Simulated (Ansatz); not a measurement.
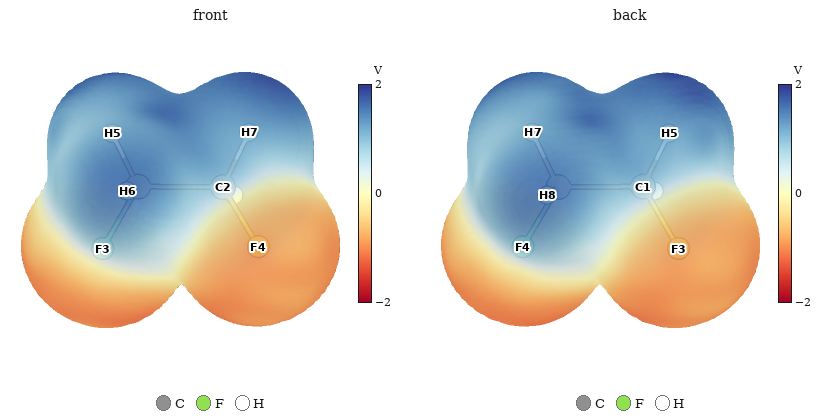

Figure 1: C2H4F2 (SMILES FCCF). The electrostatic potential painted on the density surface at 0.004 e/bohr³, seen from the front and from behind; the colour scale runs from red (negative) to blue (positive).

Geometry: PBE0-D3(BJ)/pcseg-1.

The calculation used Ansatz 0.2.0, isolated molecule in a Gaussian basis; Kohn-Sham density functional theory, functional PBE0.

```csv
atom,x (Å),y (Å),z (Å)
C,-0.9453,0.0473,0.3834
C,-2.3170,0.1024,-0.2103
F,-0.8666,-0.9584,1.3267
F,-2.5330,-0.9874,-1.0307
H,-0.7114,1.0012,0.8757
H,-0.1990,-0.1543,-0.3956
H,-2.4285,1.0148,-0.8120
H,-3.0771,0.0916,0.5812
```

Question: Which sites attract a positive test charge, and which a negative one?

Answer: A positive charge is drawn to the negative regions and a negative charge to the positive ones. The most negative region (about −1.1 V) lies over F3 and F4, the most positive (about +1.8 V) over H5 and H7.

Question: What dipole moment does the calculation give?

Answer: Its dipole moment is 2.68 D.
